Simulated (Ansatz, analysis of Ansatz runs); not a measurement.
# LaInO3 (Pnma), nudged elastic band: O_i by the interstitialcy path (q = −2), part 3 of 5

Wanted: path and barrier of a jump of O in LaInO3 (Pnma) at charge −2. The case: O_i by the interstitialcy path, in a cell of 40 host atoms with 1 O put in.

Ansatz 0.2.0; plane-wave PAW DFT, PBEsol; nudged elastic band between two relaxed defect structures at fixed charge in a uniform background.

So far: Starting point; Relaxation of the start point, charge −2; Relaxation of the end point, charge −2.

### Step 4. Nudged elastic band, charge −2

7 movable images are laid between the ends on straight lines. Each image feels the true force across the path and a spring force along it. The highest image is set to climb to the top of the path.

This step: plane-wave PAW DFT, PBEsol; nudged elastic band between two relaxed defect structures at fixed charge in a uniform background.

Contents of qm2.neb/input.yaml:

```yaml
crystal:
  lattice:
    - [0.0, 8.21613204, 5.70050548]
    - [5.94293833, 0.0, 5.70050548]
    - [5.94293833, 8.21613204, 0.0]
  atoms:
    - { symbol: La, position: [0.1587808, 0.8513584, 0.08088742] }
    - { symbol: La, position: [0.66959465, 0.3448036, 0.59282308] }
    - { symbol: La, position: [0.3525128, 0.15135795, 0.40104242] }
    - { symbol: La, position: [0.87506931, 0.65541559, 0.883887] }
    - { symbol: La, position: [0.14546706, 0.34561922, 0.10159031] }
    - { symbol: La, position: [0.65427544, 0.83712987, 0.60380502] }
    - { symbol: La, position: [0.34370764, 0.63683125, 0.39784524] }
    - { symbol: La, position: [0.85809976, 0.13309394, 0.89032796] }
    - { symbol: In, position: [0.25966247, 0.25344586, 0.74294678] }
    - { symbol: In, position: [0.72099945, 0.75688799, 0.26481153] }
    - { symbol: In, position: [0.26606117, 0.76239834, 0.72365054] }
    - { symbol: In, position: [0.75584374, 0.25349936, 0.24082804] }
    - { symbol: In, position: [0.00095488, 0.00306384, 0.50063347] }
    - { symbol: In, position: [0.5074575, 0.49370997, -0.00593341] }
    - { symbol: In, position: [0.00561339, 0.50238298, 0.49330314] }
    - { symbol: In, position: [0.49420851, -0.00587229, 0.00582396] }
    - { symbol: O, position: [0.40620037, 0.21291645, 0.84266532] }
    - { symbol: O, position: [0.91512904, 0.71353076, 0.34100264] }
    - { symbol: O, position: [0.09035574, 0.97303568, 0.65120261] }
    - { symbol: O, position: [0.72067453, 0.40844737, 0.02922324] }
    - { symbol: O, position: [0.29466709, 0.59049933, 0.95151361] }
    - { symbol: O, position: [0.79767112, 0.09279945, 0.44989642] }
    - { symbol: O, position: [0.09786801, 0.31372007, 0.65424179] }
    - { symbol: O, position: [0.61502602, 0.76596688, 0.12368095] }
    - { symbol: O, position: [0.04008412, 0.17520447, 0.02527014] }
    - { symbol: O, position: [0.56334631, 0.64902263, 0.55897967] }
    - { symbol: O, position: [0.18687799, 0.53785199, 0.75180619] }
    - { symbol: O, position: [0.67663449, 0.03525613, 0.26270809] }
    - { symbol: O, position: [0.02652953, 0.28682913, 0.40835869] }
    - { symbol: O, position: [0.50955488, 0.78284602, 0.91567875] }
    - { symbol: O, position: [0.28387048, 0.524689, 0.26597407] }
    - { symbol: O, position: [0.7565715, 0.04186889, 0.77301467] }
    - { symbol: O, position: [0.47707764, 0.33420726, 0.45914566] }
    - { symbol: O, position: [0.97056714, 0.82253748, 0.99110529] }
    - { symbol: O, position: [0.34174831, 0.97668143, 0.71922946] }
    - { symbol: O, position: [0.83197714, 0.47306186, 0.23129669] }
    - { symbol: O, position: [0.47357262, 0.21390828, 0.08710379] }
    - { symbol: O, position: [0.98678856, 0.72120056, 0.57788931] }
    - { symbol: O, position: [0.21526284, 0.97224601, 0.22545581] }
    - { symbol: O, position: [0.73581636, 0.45721737, 0.7249159] }
    - { symbol: O, position: [0.40580099, 0.85428798, 0.41991024] }
total_charge: -2
basis:
  ecutwfc: 420
  xc_grid: 2
hamiltonian:
  xc: pbesol
kpoints:
  mp_grid: { grid: [1, 1, 1] }
scf:
  occupations: { method: fermi_dirac, width: 0.01 }
  max_iter: 80
output:
  forces: true
neb:
  images: 7
  f_tol: 0.03
  climbing: true
  initial_path: linear
  max_iterations: 45
  order_check: false
  final_atoms:
    - { symbol: La, position: [0.16599266, 0.85738504, 0.08718399] }
    - { symbol: La, position: [0.66349688, 0.35933817, 0.57902593] }
    - { symbol: La, position: [0.38034081, 0.15367651, 0.37839323] }
[... 3 atom lines left out ...]
    - { symbol: La, position: [0.34402255, 0.63959774, 0.39735351] }
[... 2 atom lines left out ...]
    - { symbol: In, position: [0.76339669, 0.74979972, 0.23541296] }
    - { symbol: In, position: [0.2646014, 0.76159208, 0.73573535] }
[... 1 atom line left out ...]
    - { symbol: In, position: [0.01601508, 0.02068852, 0.49848949] }
[... 5 atom lines left out ...]
    - { symbol: O, position: [0.07870506, 1.17573549, 0.59592807] }
[... 4 atom lines left out ...]
    - { symbol: O, position: [0.60013643, 0.78506219, 0.15022812] }
[... 1 atom line left out ...]
    - { symbol: O, position: [0.55070243, 0.67134064, 0.52456519] }
[... 1 atom line left out ...]
    - { symbol: O, position: [0.6841616, 0.02176709, 0.26621694] }
[... 6 atom lines left out ...]
    - { symbol: O, position: [0.34573333, 0.98116952, 0.7140096] }
[... 3 atom lines left out ...]
    - { symbol: O, position: [0.22220481, 0.98716993, 0.21468726] }
[... 1 atom line left out ...]
    - { symbol: O, position: [0.25396836, 0.87950349, 0.50765494] }
```

On the command line:

```console
$ ansatz run input.yaml --threads 4 --pin off --max-ram 7536MiB --backend cpu --events-out ev --progress --plain --runs-dir out
```

Numbers of over 12 decimals in the logs are rounded to 6 here.

Log:

```text
[...]
Warning: neb: disabling space-group detection — the band's intermediate images generally break the endpoint symmetry, so no spatial operation reduces the k-mesh or symmetrises the density, except that a semilocal band can use its path's symmetry ahead of [...]
[...]
parallel-image band execution: 4 concurrent image workers
NEB image 0
Crystal: 41 atoms, lattice volume = 556.688 Å³
Basis set: ecut = 420 eV, 10867 PW (Γ), exchange–correlation on 144×120×144 points (8 copies of the dense FFT grid, shifted against one another)
Bands: 213, of which v1, the nominal top of the filled ones, is band 172 counted from 1 (171 counted from 0)
Symmetry: 1 space group operations
k-points: 1
[...]
SCF iter   1: F=—  HF=-107529.859655 eV  |F-HF|=—  |Δ(HF+E_count)|=         —  Δρ=2.67e-2  dr2=3.30e0  ethr=1.77e-3  ⟨swp⟩=6.0  Hψ=831  notcnv=0  defer=23
[...]
SCF iter  10: F=-107528.924683 eV  HF=-107528.924683 eV  |F-HF|=9.34e-9  |Δ(HF+E_count)|=   6.47e-8  Δρ=1.95e-6  dr2=2.15e-8  ethr=2.91e-11  ⟨swp⟩=4.0  Hψ=728  notcnv=0
SCF 1 converged in 10 iterations: F = -107528.924683 eV  dr2 = 2.15e-8
[...]
NSCF: frozen V_eff on 1 k-points
NEB image 8
SCF iter   1: F=—  HF=-107529.859830 eV  |F-HF|=—  |Δ(HF+E_count)|=         —  Δρ=2.67e-2  dr2=3.30e0  ethr=1.77e-3  ⟨swp⟩=6.0  Hψ=830  notcnv=0  defer=23
[...]
SCF iter  10: F=-107528.924656 eV  HF=-107528.924656 eV  |F-HF|=9.72e-9  |Δ(HF+E_count)|=   6.49e-8  Δρ=1.97e-6  dr2=2.18e-8  ethr=2.91e-11  ⟨swp⟩=4.0  Hψ=728  notcnv=0
SCF 2 converged in 10 iterations: F = -107528.924656 eV  dr2 = 2.18e-8
[...]
NEB end point (image 0): max|allowed force component| = 5.971e-3 eV/Å (the criterion of neb.relax_end_points is 1.000e-2)
NEB end point (image 8): max|allowed force component| = 6.426e-3 eV/Å (the criterion of neb.relax_end_points is 1.000e-2)
NEB image 1
SCF iter   1: F=—  HF=-107529.777839 eV  |F-HF|=—  |Δ(HF+E_count)|=         —  Δρ=2.69e-2  dr2=3.34e0  ethr=1.77e-3  ⟨swp⟩=6.0  Hψ=832  notcnv=0  defer=22
[...]
SCF iter  10: F=-107528.832635 eV  HF=-107528.832635 eV  |F-HF|=1.69e-8  |Δ(HF+E_count)|=   7.09e-8  Δρ=2.34e-6  dr2=2.96e-8  ethr=2.91e-11  ⟨swp⟩=4.0  Hψ=733  notcnv=0
SCF 3 converged in 10 iterations: F = -107528.832635 eV  dr2 = 2.96e-8
NEB image 2
SCF iter   1: F=—  HF=-107529.619236 eV  |F-HF|=—  |Δ(HF+E_count)|=         —  Δρ=2.70e-2  dr2=3.38e0  ethr=1.77e-3  ⟨swp⟩=5.0  Hψ=807  notcnv=0  defer=24
[...]
SCF iter  10: F=-107528.661564 eV  HF=-107528.661564 eV  |F-HF|=3.09e-8  |Δ(HF+E_count)|=   7.06e-8  Δρ=2.93e-6  dr2=4.47e-8  ethr=2.91e-11  ⟨swp⟩=4.0  Hψ=733  notcnv=0
SCF 4 converged in 10 iterations: F = -107528.661564 eV  dr2 = 4.47e-8
NEB image 3
SCF iter   1: F=—  HF=-107529.488249 eV  |F-HF|=—  |Δ(HF+E_count)|=         —  Δρ=2.71e-2  dr2=3.42e0  ethr=1.77e-3  ⟨swp⟩=5.0  Hψ=807  notcnv=0  defer=24
[...]
SCF iter  10: F=-107528.520605 eV  HF=-107528.520605 eV  |F-HF|=4.11e-8  |Δ(HF+E_count)|=   7.82e-8  Δρ=3.30e-6  dr2=5.62e-8  ethr=2.91e-11  ⟨swp⟩=4.0  Hψ=733  notcnv=0
SCF 5 converged in 10 iterations: F = -107528.520605 eV  dr2 = 5.62e-8
NEB image 4
SCF iter   1: F=—  HF=-107529.436289 eV  |F-HF|=—  |Δ(HF+E_count)|=         —  Δρ=2.72e-2  dr2=3.43e0  ethr=1.77e-3  ⟨swp⟩=5.0  Hψ=806  notcnv=0  defer=25
[...]
SCF iter  10: F=-107528.465276 eV  HF=-107528.465276 eV  |F-HF|=3.54e-8  |Δ(HF+E_count)|=   7.74e-8  Δρ=3.10e-6  dr2=5.00e-8  ethr=2.91e-11  ⟨swp⟩=4.0  Hψ=732  notcnv=0
SCF 6 converged in 10 iterations: F = -107528.465276 eV  dr2 = 5.00e-8
NEB image 5
SCF iter   1: F=—  HF=-107529.478180 eV  |F-HF|=—  |Δ(HF+E_count)|=         —  Δρ=2.71e-2  dr2=3.42e0  ethr=1.77e-3  ⟨swp⟩=5.0  Hψ=806  notcnv=0  defer=25
[...]
SCF iter  10: F=-107528.512177 eV  HF=-107528.512177 eV  |F-HF|=2.36e-8  |Δ(HF+E_count)|=   6.59e-8  Δρ=2.67e-6  dr2=3.72e-8  ethr=2.91e-11  ⟨swp⟩=4.0  Hψ=733  notcnv=0
SCF 7 converged in 10 iterations: F = -107528.512177 eV  dr2 = 3.72e-8
NEB image 6
SCF iter   1: F=—  HF=-107529.603547 eV  |F-HF|=—  |Δ(HF+E_count)|=         —  Δρ=2.70e-2  dr2=3.37e0  ethr=1.77e-3  ⟨swp⟩=5.0  Hψ=806  notcnv=0  defer=25
[...]
SCF iter  10: F=-107528.648153 eV  HF=-107528.648153 eV  |F-HF|=1.24e-8  |Δ(HF+E_count)|=   5.64e-8  Δρ=2.12e-6  dr2=2.43e-8  ethr=2.91e-11  ⟨swp⟩=4.0  Hψ=733  notcnv=0
SCF 8 converged in 10 iterations: F = -107528.648153 eV  dr2 = 2.43e-8
NEB image 7
SCF iter   1: F=—  HF=-107529.767324 eV  |F-HF|=—  |Δ(HF+E_count)|=         —  Δρ=2.68e-2  dr2=3.33e0  ethr=1.77e-3  ⟨swp⟩=6.0  Hψ=829  notcnv=0  defer=21
[...]
SCF iter  10: F=-107528.823587 eV  HF=-107528.823587 eV  |F-HF|=7.38e-9  |Δ(HF+E_count)|=   6.43e-8  Δρ=1.83e-6  dr2=1.92e-8  ethr=2.91e-11  ⟨swp⟩=4.0  Hψ=732  notcnv=0
SCF 9 converged in 10 iterations: F = -107528.823587 eV  dr2 = 1.92e-8
NEB iter   1: max|band force component| = 7.650e-1 eV/Å  barrier→ = 0.4594 eV  barrier← = 0.4594 eV  Δτ_max = 0.1259 Å  (90 SCF iters)
NEB image 1
[...]
iter 1 solved again at ethr=3.44e-5 eV; its pass at ethr=3.10e-3 eV (dr2=1.18e-1 eV) is discarded
[...]
SCF iter   9: F=-107528.847055 eV  HF=-107528.847055 eV  |F-HF|=1.08e-9  |Δ(HF+E_count)|=   5.73e-8  Δρ=1.62e-6  dr2=1.38e-8  ethr=2.91e-11  ⟨swp⟩=3.0  Hψ=740  notcnv=0
SCF 10 converged in 9 iterations: F = -107528.847055 eV  dr2 = 1.38e-8
NEB image 2
[...]
SCF iter   9: F=-107528.701122 eV  HF=-107528.701122 eV  |F-HF|=7.20e-9  |Δ(HF+E_count)|=   2.14e-7  Δρ=2.77e-6  dr2=4.06e-8  ethr=2.91e-11  ⟨swp⟩=3.0  Hψ=906  notcnv=0
SCF 11 converged in 9 iterations: F = -107528.701122 eV  dr2 = 4.06e-8
NEB image 3
[...]
SCF iter   9: F=-107528.567735 eV  HF=-107528.567735 eV  |F-HF|=1.11e-8  |Δ(HF+E_count)|=   3.07e-7  Δρ=3.57e-6  dr2=6.84e-8  ethr=2.91e-11  ⟨swp⟩=3.0  Hψ=898  notcnv=0
SCF 12 converged in 9 iterations: F = -107528.567735 eV  dr2 = 6.84e-8
NEB image 4
[...]
SCF iter   9: F=-107528.495205 eV  HF=-107528.495205 eV  |F-HF|=1.93e-8  |Δ(HF+E_count)|=   3.45e-7  Δρ=3.71e-6  dr2=7.48e-8  ethr=2.91e-11  ⟨swp⟩=3.0  Hψ=901  notcnv=0
SCF 13 converged in 9 iterations: F = -107528.495205 eV  dr2 = 7.48e-8
NEB image 5
[...]
SCF iter   9: F=-107528.519860 eV  HF=-107528.519860 eV  |F-HF|=2.19e-8  |Δ(HF+E_count)|=   3.15e-7  Δρ=3.42e-6  dr2=6.23e-8  ethr=2.91e-11  ⟨swp⟩=3.0  Hψ=901  notcnv=0
[...]
NEB iter  24: max|band force component| = 3.529e-2 eV/Å  barrier→ = 0.1891 eV  barrier← = 0.1891 eV  CI = image 4  Δτ_max = 0.0212 Å  (47 SCF iters)
NEB image 1
[...]
SCF iter   7: F=-107528.911668 eV  HF=-107528.911668 eV  |F-HF|=6.98e-10  |Δ(HF+E_count)|=   1.50e-8  Δρ=1.27e-6  dr2=8.57e-9  ethr=2.91e-11  ⟨swp⟩=4.0  Hψ=608  notcnv=0
SCF 171 converged in 7 iterations: F = -107528.911668 eV  dr2 = 8.57e-9
NEB image 2
[...]
SCF iter   7: F=-107528.886247 eV  HF=-107528.886247 eV  |F-HF|=1.54e-9  |Δ(HF+E_count)|=   3.79e-8  Δρ=1.75e-6  dr2=1.66e-8  ethr=2.91e-11  ⟨swp⟩=4.0  Hψ=733  notcnv=0
SCF 172 converged in 7 iterations: F = -107528.886247 eV  dr2 = 1.66e-8
NEB image 3
[...]
SCF iter   7: F=-107528.807210 eV  HF=-107528.807210 eV  |F-HF|=6.55e-10  |Δ(HF+E_count)|=   1.12e-8  Δρ=2.34e-6  dr2=2.80e-8  ethr=2.91e-11  ⟨swp⟩=4.0  Hψ=733  notcnv=0
SCF 173 converged in 7 iterations: F = -107528.807210 eV  dr2 = 2.80e-8
NEB image 4
[...]
SCF iter   6: F=-107528.735939 eV  HF=-107528.735939 eV  |F-HF|=3.73e-9  |Δ(HF+E_count)|=   1.39e-7  Δρ=4.25e-6  dr2=7.68e-8  ethr=2.91e-11  ⟨swp⟩=3.0  Hψ=931  notcnv=0
SCF 174 converged in 6 iterations: F = -107528.735939 eV  dr2 = 7.68e-8
NEB image 5
[...]
SCF iter   7: F=-107528.761558 eV  HF=-107528.761558 eV  |F-HF|=8.16e-9  |Δ(HF+E_count)|=   8.59e-8  Δρ=2.58e-6  dr2=3.09e-8  ethr=2.91e-11  ⟨swp⟩=4.0  Hψ=732  notcnv=0
SCF 175 converged in 7 iterations: F = -107528.761558 eV  dr2 = 3.09e-8
NEB image 6
[...]
SCF iter   7: F=-107528.822824 eV  HF=-107528.822824 eV  |F-HF|=5.52e-9  |Δ(HF+E_count)|=   1.09e-7  Δρ=3.31e-6  dr2=5.28e-8  ethr=2.91e-11  ⟨swp⟩=4.0  Hψ=732  notcnv=0
SCF 176 converged in 7 iterations: F = -107528.822824 eV  dr2 = 5.28e-8
NEB image 7
[...]
SCF iter   7: F=-107528.895515 eV  HF=-107528.895515 eV  |F-HF|=5.97e-10  |Δ(HF+E_count)|=   4.50e-8  Δρ=3.35e-6  dr2=5.53e-8  ethr=2.91e-11  ⟨swp⟩=3.0  Hψ=845  notcnv=0
SCF 177 converged in 7 iterations: F = -107528.895515 eV  dr2 = 5.53e-8
NEB image 1
[...]
NEB image 2
[...]
NEB image 3
[...]
NEB image 5
[...]
NEB image 6
[...]
NEB image 7
[...]
NEB image 4
[...]
the band table was solved once a step of the walk had ended and its energy, with any forces and stress, was formed, with the checks that follow a solve (851 applications of the Hamiltonian). They found nothing against the state; [...]
NEB iter  25: max|band force component| = 2.645e-2 eV/Å  barrier→ = 0.1887 eV  barrier← = 0.1887 eV  CI = image 4  Δτ_max = 0.0000 Å  (48 SCF iters)
SCF converged after 6 iterations
Free energy (F): -107528.735939 eV
[...]
Internal energy: -107528.735939 eV  (E = F + TS)
E sigma→0 (E₀):  -107528.735939 eV
Fermi energy:    11.925961 eV
[...]
--- Forces (eV/Å), atoms counted from 1 ---
  atom   1  La    -0.00161585    -0.00340829     0.00217151
  atom   2  La    -0.00215946    -0.00196732    -0.00121207
  atom   3  La     0.00196603     0.00166406     0.00431374
  [... 3 atoms left out ...]
  atom   7  La    -0.01368342     0.00255799     0.00969039
  [... 2 atoms left out ...]
  atom  10  In    -0.00051071     0.00190057     0.00368089
  atom  11  In     0.00063884    -0.00178023     0.00063274
  [... 1 atom left out ...]
  atom  13  In    -0.00351575     0.00328039     0.00147094
  [... 5 atoms left out ...]
  atom  19  O     -0.00227444     0.00601817     0.00058689
  [... 4 atoms left out ...]
  atom  24  O      0.00181862    -0.00057493     0.00062130
  [... 1 atom left out ...]
  atom  26  O      0.00219083    -0.00049683    -0.00200554
  [... 1 atom left out ...]
  atom  28  O     -0.00081914    -0.00312356     0.00128950
  [... 12 atoms left out ...]
  atom  41  O      0.00098603    -0.00512900    -0.00687479
  max |Σ_I F_I| component: 2.51e-5 eV/Å
--- Band table (eV) ---
[...]
this run last wrote the band of iteration 25 to <dir>
--- NEB band (9 images, 25 band iterations, 1382 SCF iterations) ---
  forward barrier  = 0.188744 eV
  backward barrier = 0.188717 eV
  lagrangian_above_aufbau_ev (what the smearing adds, to first order; not taken off the barriers): saddle image -0.000000 eV, end points -0.000000 and -0.000000 eV
  climbing image's point = of an order that was not read
  energies are F+E_penalty+E_count in eV, relative to image 0
  image     s (Å)  Δ vs image 0  max|band force component| (eV/Å)
      0    0.0000      0.000000                                 —
      1    0.5013      0.013015                          4.863e-3
      2    1.0026      0.038436                          6.541e-3
      3    1.5040      0.117473                          1.886e-2
  *   4    2.0054      0.188744                          1.368e-2
      5    2.3031      0.163126                          1.758e-2
      6    2.6008      0.101859                          2.645e-2
      7    2.8985      0.029168                          1.438e-2
      8    3.1962      0.000028                                 —
  climbing-image geometry (image 4):
  cell:  # Å, volume = 556.6882 Å³
    - [0.0, 8.21613204, 5.70050548]
    - [5.94293833, 0.0, 5.70050548]
    - [5.94293833, 8.21613204, 0.0]
  atoms:
    - { symbol: La, position: [0.167263, 0.856553, 0.077231] }
    - { symbol: La, position: [0.674455, 0.346732, 0.583320] }
    - { symbol: La, position: [0.361926, 0.158822, 0.391139] }
    - { symbol: La, position: [0.876708, 0.633932, 0.874719] }
    - { symbol: La, position: [0.148735, 0.345767, 0.092873] }
    - { symbol: La, position: [0.659116, 0.838546, 0.599019] }
    - { symbol: La, position: [0.377902, 0.626877, 0.371174] }
    - { symbol: La, position: [0.847381, 0.144234, 0.900536] }
    - { symbol: In, position: [0.254224, 0.255536, 0.745226] }
    - { symbol: In, position: [0.757841, 0.746867, 0.243592] }
    - { symbol: In, position: [0.259353, 0.768860, 0.725177] }
    - { symbol: In, position: [0.756811, 0.240109, 0.247785] }
    - { symbol: In, position: [0.026667, 0.005861, 0.499387] }
    - { symbol: In, position: [0.501078, 0.494920, -0.006096] }
    - { symbol: In, position: [0.005323, 0.501320, 0.497394] }
    - { symbol: In, position: [0.503873, -0.002731, -0.003509] }
    - { symbol: O, position: [0.412967, 0.210604, 0.834920] }
    - { symbol: O, position: [0.919401, 0.712441, 0.334696] }
    - { symbol: O, position: [0.085483, 1.083758, 0.639333] }
    - { symbol: O, position: [0.689431, 0.411501, 0.060433] }
    - { symbol: O, position: [0.297020, 0.593273, 0.952062] }
    - { symbol: O, position: [0.797501, 0.091908, 0.451829] }
    - { symbol: O, position: [0.056937, 0.379200, 0.695203] }
    - { symbol: O, position: [0.625005, 0.783036, 0.125429] }
    - { symbol: O, position: [0.033141, 0.168459, 0.025953] }
    - { symbol: O, position: [0.551961, 0.661958, 0.533078] }
    - { symbol: O, position: [0.177406, 0.531671, 0.782611] }
    - { symbol: O, position: [0.670862, 0.022469, 0.270633] }
    - { symbol: O, position: [0.016369, 0.302236, 0.399496] }
    - { symbol: O, position: [0.515959, 0.778376, 0.919724] }
    - { symbol: O, position: [0.283832, 0.509792, 0.276516] }
    - { symbol: O, position: [0.768853, 0.041149, 0.766265] }
    - { symbol: O, position: [0.474360, 0.322282, 0.464839] }
    - { symbol: O, position: [0.987011, 0.830848, 0.970148] }
    - { symbol: O, position: [0.345087, 0.974681, 0.721162] }
    - { symbol: O, position: [0.832400, 0.467886, 0.225390] }
    - { symbol: O, position: [0.480804, 0.213303, 0.081987] }
    - { symbol: O, position: [0.973234, 0.742199, 0.572734] }
    - { symbol: O, position: [0.218438, 0.988890, 0.210459] }
    - { symbol: O, position: [0.726323, 0.475621, 0.719234] }
    - { symbol: O, position: [0.301641, 0.866555, 0.462854] }
```

Run time: 8.7 min. Hardware: 4 threads of Arm Neoverse V2, shared host; peak memory 2.4 GiB.

The path, image by image:

| image | path (Å) | energy (eV) | O19: x, y, z (Å) |
| --- | --- | --- | --- |
| 0 | 0.000 | 0.0000 | 9.653, 6.093, 6.062 |
| 1 | 0.501 | 0.0130 | 9.789, 6.099, 6.059 |
| 2 | 1.003 | 0.0384 | 9.928, 6.140, 6.177 |
| 3 | 1.504 | 0.1175 | 10.090, 6.118, 6.438 |
| 4 | 2.005 | 0.1887 | 10.240, 5.955, 6.665 |
| 5 | 2.303 | 0.1631 | 10.329, 5.844, 6.805 |
| 6 | 2.601 | 0.1019 | 10.417, 5.741, 6.945 |
| 7 | 2.899 | 0.0292 | 10.496, 5.643, 7.077 |
| 8 | 3.196 | 0.0000 | 10.529, 5.543, 7.151 |

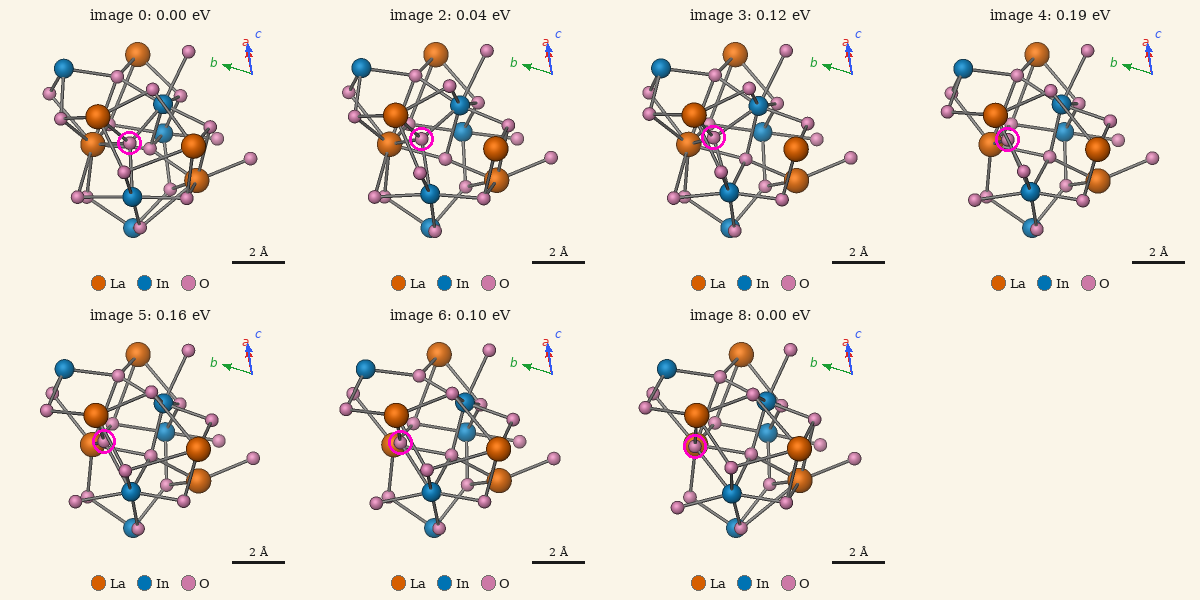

Images along the path; O19 is ringed.

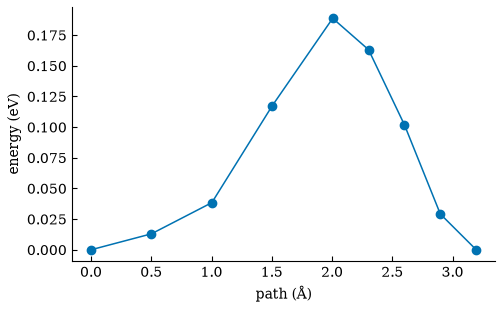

Energy along the path.

This step gave:

| Item | Value |
| --- | --- |
| free energy | -107528.7359 eV |
| barrier forward | 0.1887 eV |
| barrier backward | 0.1887 eV |
| end less start | 2.76e-5 eV |
| hop length | 1.118 Å |

Track of the atom that was set to move:

| image | x (Å) | y (Å) | z (Å) | nearest neighbour | distance (Å) |
| --- | --- | --- | --- | --- | --- |
| 0 | 7.572 | 6.784 | 7.183 | La | 2.24 |
| 1 | 7.659 | 6.563 | 7.082 | La | 2.181 |
| 2 | 7.724 | 6.275 | 6.975 | La | 2.152 |
| 3 | 7.798 | 6.229 | 6.834 | La | 2.16 |
| 4 | 7.901 | 6.281 | 6.659 | La | 2.182 |
| 5 | 7.982 | 6.285 | 6.573 | In | 2.182 |
| 6 | 8.072 | 6.277 | 6.513 | In | 2.171 |
| 7 | 8.165 | 6.264 | 6.471 | In | 2.164 |
| 8 | 8.244 | 6.258 | 6.461 | In | 2.156 |

The band met its tolerance of 0.03 eV/Å after 25 iterations, with image 4 on top (the start counts as 0). O19, which moves farthest between the ends, has 2 In at 2.12 to 2.21 Å and 1 La at 2.41 Å nearest at the start and 2 La at 2.17 to 2.26 Å, 1 In at 2.22 Å and 1 O at 2.36 Å at the top.

[end of part 3 of 5]

[Logs are printed without paths, hosts, clocks, repeated set-up lines and the standing remarks that a program may print on its own settings, such as how far it seeks lower states.]

[Hosts, paths, dates, database ids (printed as entryN), source tags and the programs' standing remarks are cut or masked in the printed files.]
